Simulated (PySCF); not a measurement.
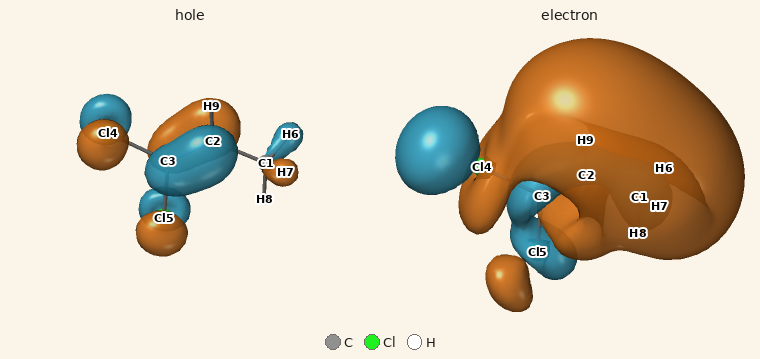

Figure 1: C3H4Cl2, SMILES `CC=C(Cl)Cl`. Leading natural transition orbital pair of S₂ (TDA singlet states); the surfaces enclose about 70 % of each orbital's density.

Level of theory: B3LYP/6-31+G* (PySCF), at a geometry from GFN2-xTB. No frequency check shows the geometry to be a minimum. GFN2-xTB bond lengths at metals and heavier atoms can be off by up to 0.1 Å and shapes distorted, which carries into these values.

Where does the state lie, and where do hole and electron sit?

6.00 eV (207 nm), f = 0.001 (very weak), diffuse (Rydberg-like) orbital; the leading pair carries 100 %; hole on C2 (30 %), C3 (24 %) and Cl4 (19 %), electron on Cl4 (19 %), C2 (17 %) and C3 (15 %) (atom shares of so diffuse an orbital are rough); their centroids lie 0.9 Å apart. In canonical orbitals it is mainly HOMO → LUMO+2 (89 %). The HOMO–LUMO gap is 6.57 eV.
